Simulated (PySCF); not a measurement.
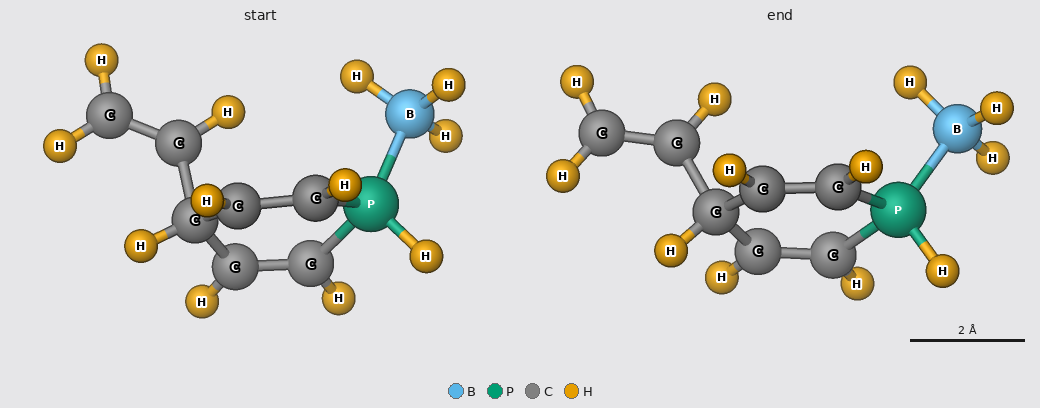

The structure of C₇H₁₂BP before (left) and after (right) a relaxation, at one scale.

Style: ball-and-stick. Shown at a tilt.

The start comes from GFN2-xTB. Its atoms were then displaced at random by about 0.01 Å.

Method: PBE0-D3(BJ)/def2-SVP geometry optimisation, gas phase in PySCF 2.14.0, density-fitted response routines. 

What changed between the two?

The largest move after the best rigid fit is that of an H atom, 0.89 Å. Largest moves by element: H 0.89 Å, C 0.60 Å, B 0.58 Å, P 0.17 Å. Among the contacts that change: B–H 1.171 → 1.223 Å, C–H 1.049 → 1.096 Å, C–C 1.380 → 1.337 Å, C–C 1.483 → 1.503 Å. Among the angles between lasting bonds that change: C–P–H 98.9° → 103.4°, B–P–C 120.7° → 116.5°, C–C–C 123.0° → 126.7°. The energy falls by 31.4 kJ/mol in 11 geometry steps. Cost: 3.9 min on 1 thread of Arm Neoverse V2, on a shared host.
